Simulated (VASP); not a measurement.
Band structure of TaP (relaxed from the CsCl type structure, space group Pm-3m). These are PBEsol GGA, VASP's PBE PAW potentials (set 64) (plane waves; VASP) values and carry that method's errors.

Unless said otherwise, spin-orbit coupling is left out, though it shifts the bands of the heavy elements here.

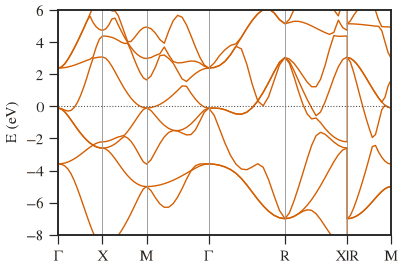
*Bands along high-symmetry lines, zero at the valence-band maximum or, without a gap, the Fermi level*

Problem. Read the plot: is there a gap, and where are the band edges?

Solution. It has no gap at this level: it comes out as a metal or semimetal. (Edges off the drawn lines would not show.)

The structure was generated: TaP was put into the CsCl type type (Pm-3m), which need not be its known phase. It was relaxed first, which changed the volume by -38 %.
